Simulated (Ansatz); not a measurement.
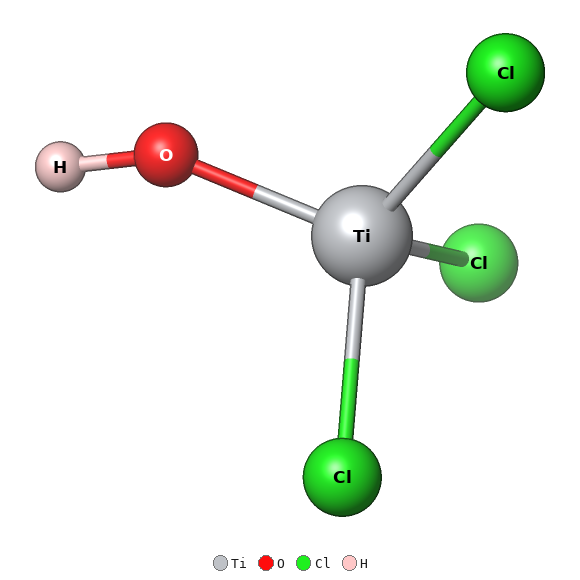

Distant atoms are faded towards the background colour. The species is neutral and a spin singlet. The geometry was computed by an optimisation with PBE0-D4/def2-TZVP.

Q: List the symmetry elements and name the point group.

A: It has 1 mirror plane, so the point group is Cs. The group has 2 operations. The geometry is achiral, and symmetry allows a dipole moment.
